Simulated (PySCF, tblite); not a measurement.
# C3H9NOSi2: dynamics, then NMR shifts on frames, part 1 of 2

How do NMR shifts of C3H9NOSi2 (`O=CN1[SiH2]CC[SiH2]1`) change as the atoms move?

The runs use tblite 0.8.0 and PySCF 2.14.0, with density-fitted response routines of our own; the level of theory stands in each step. All values are computed, except where a source is named. Atoms are numbered from 0 throughout.

## Step 1: Starting geometry

16 atoms, charge 0, multiplicity 1; geometry from: GFN2-xTB.

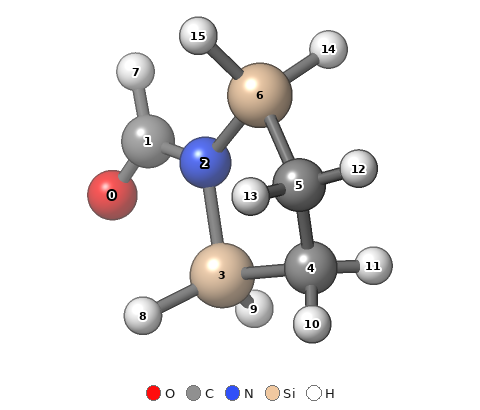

The starting geometry (oxygen red, carbon grey, nitrogen blue, silicon light orange, hydrogen white), atoms numbered.

## Step 2: A short Langevin run with GFN2-xTB

What the job is given:

```
{"job": {"kind": "md", "xc": "GFN2-xTB", "basis": "xTB", "temperature": 200, "steps": 2000, "every": 50, "frames": 5}, "charge": 0, "multiplicity": 1}
O      3.059715     0.375013    -0.505034
C      2.338186    -0.404530     0.074570
N      1.010147    -0.289192     0.057304
Si     0.452265     1.100792    -0.890667
C     -1.406806     0.717034    -0.685132
C     -1.638141    -0.067184     0.615191
Si    -0.185169    -1.264651     0.879648
H      2.729254    -1.256850     0.655696
H      0.878793     2.324249    -0.218289
H      0.897628     0.971426    -2.272019
H     -2.019393     1.617685    -0.700716
H     -1.738821     0.108660    -1.527874
H     -2.604984    -0.570440     0.596685
H     -1.675250     0.634668     1.450512
H     -0.315969    -2.547098     0.181789
H      0.210946    -1.440638     2.276926
```

With the program's defaults for keys left out, this is: GFN2-xTB Langevin dynamics, gas phase.

Run with:

```console
OMP_NUM_THREADS=1 python probes_run.py task.json out
```

This one command runs all jobs of the session in turn.

Log:

```text
t/fs     T/K      E/eV
    0.0   162.6   -585.38070
   25.0    84.4   -585.17610
   50.0   132.8   -585.11833
   75.0   154.7   -585.21119
  100.0   155.0   -585.12601
  125.0   156.6   -585.04976
  150.0   179.4   -585.01231
  175.0   177.7   -585.06408
  200.0   138.5   -584.98022
  225.0   163.9   -584.97677
  250.0   227.0   -585.01050
  275.0   175.8   -584.93687
  300.0   268.0   -584.98498
  325.0   209.0   -584.95817
  350.0   184.9   -585.10912
  375.0   152.1   -585.10895
  400.0   134.8   -585.10867
  425.0   128.6   -585.07377
  450.0   160.7   -585.10225
  475.0   209.9   -585.03049
  500.0   176.7   -584.97193
  525.0   202.8   -585.02101
  550.0   188.9   -584.94308
  575.0   245.7   -585.01859
  600.0   217.4   -585.04931
  625.0   185.9   -585.01724
  650.0   210.7   -584.99274
  675.0   280.0   -585.06558
  700.0   176.1   -584.92723
  725.0   212.1   -584.88265
  750.0   189.9   -584.91121
  775.0   191.5   -584.85535
  800.0   227.4   -585.03008
  825.0   161.3   -584.91676
  850.0   138.1   -584.95150
  875.0   221.6   -585.08068
  900.0   202.3   -585.04846
  925.0   234.4   -585.10473
  950.0   194.8   -585.01492
  975.0   193.0   -584.94993
 1000.0   236.0   -585.03931
```

It took 14 s on 1 thread of Arm Neoverse V1, shared host; peak memory 0.17 GiB.

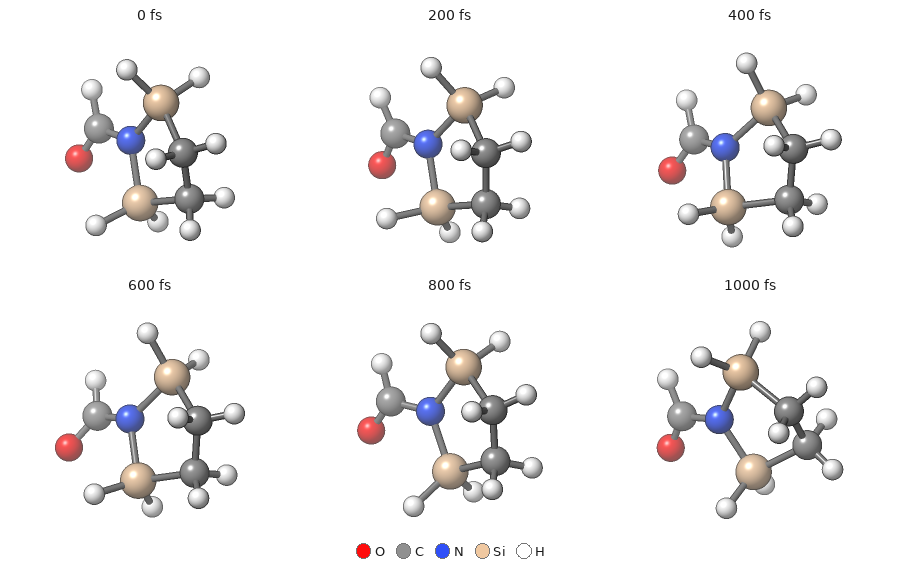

Frames of the run.

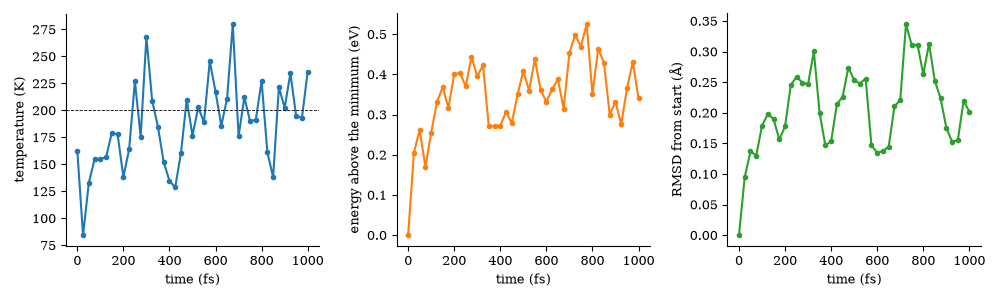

Temperature, potential energy and distance from the start.

Positions (Å) and forces (eV/Å) at 1000 fs:

```xyz
16

O     2.729    1.024   -0.115    1.115    1.577   -1.256
C     2.157    0.323    0.641   -1.641   -2.043    0.867
N     0.808    0.153    0.621    1.278   -0.276    0.263
Si    0.025    0.894   -0.766    0.230   -0.257   -0.507
C    -1.512   -0.196   -0.602    1.002   -2.084    0.240
C    -1.750   -0.468    0.879   -0.488    0.058    0.574
Si   -0.077   -0.977    1.623    0.131    0.250    0.221
H     2.681   -0.394    1.310   -0.076    0.329    0.262
H    -0.087    2.281   -0.408   -0.176    0.529    0.030
H     0.730    0.678   -2.046   -0.143   -0.015    0.334
H    -2.383    0.155   -1.075   -1.001    0.410   -0.642
H    -1.283   -1.243   -0.998   -0.211    1.327   -0.164
H    -2.441   -1.291    1.055   -0.272   -0.082   -0.291
H    -2.255    0.407    1.309    0.458   -0.130    0.235
H     0.305   -2.402    1.350   -0.149    0.554    0.078
H     0.152   -0.590    3.031   -0.057   -0.148   -0.244
```

## Step 3: Shielding tensors: 250 fs, PBE0/pcSseg-1

What the job is given:

```
{"job": {"kind": "nmr", "xc": "PBE0", "basis": "pcSseg-1", "pop": false}, "charge": 0, "multiplicity": 1}
O      2.810700     0.236300    -0.310400
C      2.063300    -0.634300     0.135100
N      0.734700    -0.457500     0.202600
Si     0.078600     0.972400    -0.659400
C     -1.812800     0.623500    -0.312100
C     -2.049800    -0.526100     0.652000
Si    -0.423300    -1.555600     0.812600
H      2.456700    -1.669300     0.446000
H      0.712100     2.157900    -0.106400
H      0.509800     0.867600    -2.048800
H     -2.298800     1.569300    -0.040200
H     -2.241600     0.385900    -1.249900
H     -2.892600    -1.120100     0.351100
H     -2.243700    -0.230600     1.682900
H     -0.348800    -2.785100    -0.015400
H     -0.003200    -1.659300     2.186800
```

With the program's defaults for keys left out, this is: GIAO PBE0/pcSseg-1 NMR shielding, non-relativistic, gas phase.

Log:

```text
coarse grid: 14240 points
cycle   1  E = -827.9577611853  dE =  9.086e-01  |g| = 8.691e-01  |ddm| = 3.664e+00
cycle   2  E = -827.4259050344  dE =  5.319e-01  |g| = 1.820e+00  |ddm| = 2.225e+00
cycle   3  E = -828.0969624376  dE = -6.711e-01  |g| = 2.736e-01  |ddm| = 1.757e+00
cycle   4  E = -828.1110339154  dE = -1.407e-02  |g| = 1.065e-01  |ddm| = 2.734e-01
cycle   5  E = -828.1133457955  dE = -2.312e-03  |g| = 1.909e-02  |ddm| = 8.623e-02
cycle   6  E = -828.1134137569  dE = -6.796e-05  |g| = 7.432e-03  |ddm| = 2.000e-02
cycle   7  E = -828.1134263473  dE = -1.259e-05  |g| = 1.849e-03  |ddm| = 6.968e-03
cycle   8  E = -828.1134271319  dE = -7.846e-07  |g| = 5.257e-04  |ddm| = 2.274e-03
final grid: 128024 points
cycle   9  E = -828.1609820338  dE = -1.002e-05  |g| = 1.149e-02  |ddm| = 1.925e-02
cycle  10  E = -828.1609031890  dE =  7.884e-05  |g| = 2.311e-02  |ddm| = 2.289e-02
cycle  11  E = -828.1610073352  dE = -1.041e-04  |g| = 2.127e-03  |ddm| = 1.625e-02
cycle  12  E = -828.1610083510  dE = -1.016e-06  |g| = 2.691e-04  |ddm| = 1.824e-03
cycle  13  E = -828.1610083683  dE = -1.735e-08  |g| = 8.395e-05  |ddm| = 3.618e-04
cycle  14  E = -828.1610083699  dE = -1.596e-09  |g| = 2.230e-05  |ddm| = 8.934e-05
cycle  15  E = -828.1610083700  dE = -1.110e-10  |g| = 4.306e-06  |ddm| = 2.167e-05
converged SCF energy = -828.1610083700

GIAO shielding tensors (ppm)
atom      isotropic    diamagn.    paramagn.     s11        s22        s33       span
  0 O     -192.284     401.233    -593.517   -516.735   -315.123    255.006    771.740
  1 C       12.402     244.085    -231.682    -82.166     27.095     92.278    174.444
  2 N      148.095     337.236    -189.142     37.402    162.722    244.160    206.758
  3 Si     361.864     881.528    -519.664    303.315    360.831    421.446    118.131
  4 C      187.331     253.760     -66.429    171.148    185.959    204.886     33.738
  5 C      182.847     251.881     -69.034    164.590    180.856    203.096     38.506
  6 Si     374.551     881.953    -507.401    319.603    396.563    407.488     87.885
  7 H       22.207      25.579      -3.372     17.916     22.595     26.109      8.193
  8 H       26.410      30.665      -4.255     22.458     24.756     32.017      9.558
  9 H       26.771      30.665      -3.894     23.357     24.722     32.233      8.876
 10 H       30.468      30.121       0.347     24.864     27.744     38.796     13.932
 11 H       31.428      32.477      -1.049     25.795     29.296     39.194     13.399
 12 H       30.725      29.830       0.895     25.049     28.200     38.925     13.876
 13 H       30.380      30.448      -0.067     25.220     28.007     37.914     12.695
 14 H       26.339      29.317      -2.978     22.804     24.152     32.061      9.257
 15 H       26.717      30.127      -3.410     22.996     24.589     32.565      9.569
```

Wall time 23 s (1 thread of Arm Neoverse V1, shared host); peak memory 0.78 GiB.

The references, computed at this level on geometries of the same kind, shield at (ppm): 1H TMS 31.72, 13C TMS 186.9, 29Si TMS 349.2, 15N NH3 267.7, 17O H2O 336.1. Their shielding less the atom's gives the shift. The references are single molecules in the gas phase, so shifts against H2O, NH3, PH3, H3PO4 or CFCl3 are not on the usual liquid scales and can be off by tens of ppm. Each atom is listed at this fixed geometry, with no averaging over motion; a spectrum would average atoms that exchange fast.

| atoms | environment | σ (ppm) | δ (ppm) |
| --- | --- | --- | --- |
| C1 | amide carbonyl carbon | 12.4 | 174.5 |
| C5 | sp3 CH2 bonded to Si | 182.8 | 4.1 |
| C4 | sp3 CH2 bonded to Si | 187.3 | -0.4 |
| H7 | hydrogen on an amide carbonyl carbon | 22.21 | 9.51 |
| H14 | hydrogen on a silicon bonded to C, N, in a 5-membered ring | 26.34 | 5.38 |
| H8 | hydrogen on a silicon bonded to C, N, in a 5-membered ring | 26.41 | 5.31 |
| H15 | hydrogen on a silicon bonded to C, N, in a 5-membered ring | 26.72 | 5.00 |
| H9 | hydrogen on a silicon bonded to C, N, in a 5-membered ring | 26.77 | 4.95 |
| H13 | hydrogen on an sp3 CH2 bonded to Si | 30.38 | 1.34 |
| H10 | hydrogen on an sp3 CH2 bonded to Si | 30.47 | 1.25 |
| H12 | hydrogen on an sp3 CH2 bonded to Si | 30.72 | 0.99 |
| H11 | hydrogen on an sp3 CH2 bonded to Si | 31.43 | 0.29 |
| O0 | amide-type carbonyl oxygen | -192.3 | 528.4 |
| N2 | amide-type nitrogen | 148.1 | 119.6 |
| Si3 | silicon bonded to C, N, 2 H, in a 5-membered ring | 361.9 | -12.7 |
| Si6 | silicon bonded to C, N, 2 H, in a 5-membered ring | 374.6 | -25.4 |

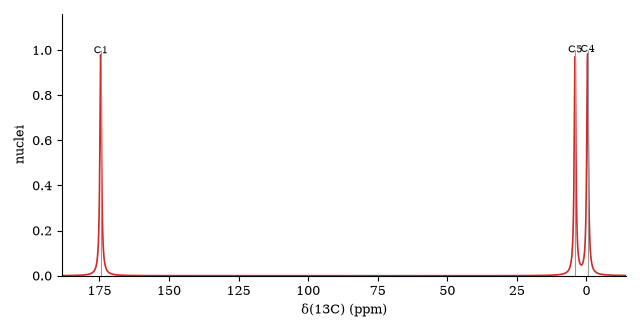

13C lines at the computed shifts, without couplings. Lines are broadened to a width of 0.70 ppm (Lorentzian).

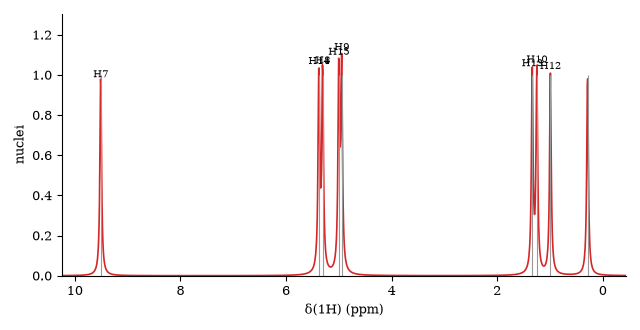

1H lines at the computed shifts, without couplings. Lines are broadened to a width of 0.04 ppm (Lorentzian).

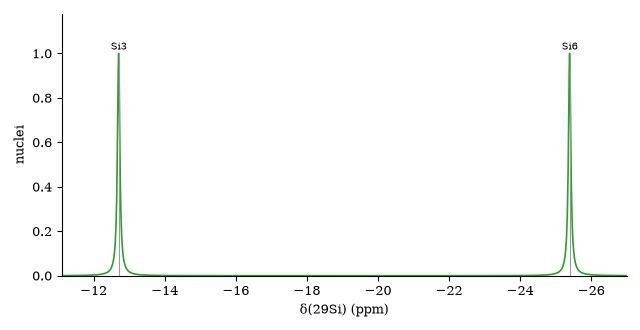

29Si lines at the computed shifts, without couplings. Lines are broadened to a width of 0.08 ppm (Lorentzian).

Ring of atoms N2, Si3, C4, C5, Si6: NICS(0) -4.1, NICS(1) -2.5, NICS(1)zz -0.1 ppm (means of both faces).

## Step 4: Nuclear shieldings: 425 fs, PBE0/pcSseg-1

What the job is given:

```
{"job": {"kind": "nmr", "xc": "PBE0", "basis": "pcSseg-1", "pop": false}, "charge": 0, "multiplicity": 1}
O      2.344000     0.362200    -0.165600
C      1.670400    -0.474800     0.356500
N      0.346100    -0.419600     0.439300
Si    -0.390100     1.145900    -0.026800
C     -2.118200     0.378300    -0.275000
C     -2.312500    -0.794900     0.707400
Si    -0.714000    -1.772900     0.757700
H      2.170000    -1.344600     0.841500
H     -0.239900     1.997100     1.198800
H     -0.018800     1.787100    -1.267800
H     -2.938300     1.093400    -0.207300
H     -2.007500    -0.032900    -1.306000
H     -3.220200    -1.383600     0.510500
H     -2.482900    -0.324300     1.737500
H     -0.531300    -2.700200    -0.372800
H     -0.316500    -2.247900     2.037300
```

With the program's defaults for keys left out, this is: GIAO PBE0/pcSseg-1 NMR shielding, non-relativistic, gas phase.

Log:

```text
coarse grid: 14240 points
cycle   1  E = -827.9706019813  dE =  9.615e-01  |g| = 8.484e-01  |ddm| = 3.647e+00
cycle   2  E = -827.5623094124  dE =  4.083e-01  |g| = 1.652e+00  |ddm| = 2.083e+00
cycle   3  E = -828.1026968343  dE = -5.404e-01  |g| = 2.513e-01  |ddm| = 1.593e+00
cycle   4  E = -828.1145868803  dE = -1.189e-02  |g| = 9.402e-02  |ddm| = 2.542e-01
cycle   5  E = -828.1164047758  dE = -1.818e-03  |g| = 1.672e-02  |ddm| = 7.905e-02
cycle   6  E = -828.1164570051  dE = -5.223e-05  |g| = 6.215e-03  |ddm| = 1.717e-02
cycle   7  E = -828.1164657958  dE = -8.791e-06  |g| = 1.489e-03  |ddm| = 5.903e-03
final grid: 128024 points
cycle   8  E = -828.1642765341  dE = -2.757e-06  |g| = 1.309e-02  |ddm| = 2.217e-02
cycle   9  E = -828.1641820198  dE =  9.451e-05  |g| = 2.557e-02  |ddm| = 2.667e-02
cycle  10  E = -828.1643101747  dE = -1.282e-04  |g| = 2.218e-03  |ddm| = 1.843e-02
cycle  11  E = -828.1643113097  dE = -1.135e-06  |g| = 2.466e-04  |ddm| = 1.918e-03
cycle  12  E = -828.1643113232  dE = -1.346e-08  |g| = 8.257e-05  |ddm| = 3.175e-04
cycle  13  E = -828.1643113247  dE = -1.538e-09  |g| = 2.173e-05  |ddm| = 9.061e-05
cycle  14  E = -828.1643113248  dE = -9.936e-11  |g| = 4.971e-06  |ddm| = 2.251e-05
converged SCF energy = -828.1643113248

GIAO shielding tensors (ppm)
atom      isotropic    diamagn.    paramagn.     s11        s22        s33       span
  0 O     -148.396     402.205    -550.602   -437.755   -258.881    251.447    689.202
  1 C       19.288     243.692    -224.404    -70.594     31.708     96.749    167.344
  2 N      146.806     337.634    -190.827     44.382    148.273    247.765    203.383
  3 Si     372.843     881.555    -508.712    339.124    366.098    413.308     74.185
  4 C      173.656     257.365     -83.710    167.544    168.700    184.722     17.178
  5 C      174.078     253.264     -79.185    164.538    171.306    186.392     21.854
  6 Si     377.649     881.785    -504.136    346.298    381.405    405.245     58.947
  7 H       22.992      27.292      -4.300     18.381     23.634     26.959      8.578
  8 H       26.502      29.855      -3.353     23.101     23.994     32.409      9.308
  9 H       26.562      30.625      -4.063     22.832     24.716     32.137      9.304
 10 H       30.187      30.723      -0.535     24.715     27.969     37.878     13.163
 11 H       30.275      32.464      -2.189     26.045     28.001     36.778     10.733
 12 H       30.005      28.472       1.532     24.873     27.251     37.890     13.017
 13 H       29.345      29.512      -0.168     24.905     26.850     36.278     11.373
 14 H       26.709      29.594      -2.885     23.061     24.394     32.671      9.609
 15 H       27.006      30.076      -3.070     23.667     24.518     32.833      9.166
```

Wall time 22 s (1 thread of Arm Neoverse V1, shared host); peak memory 0.87 GiB.

In short: δ C1 167.6, C4 13.3, C5 12.8, O0 484.5, H7 8.73, H8 5.22 ppm.

(Continued in part 2 of 2.)
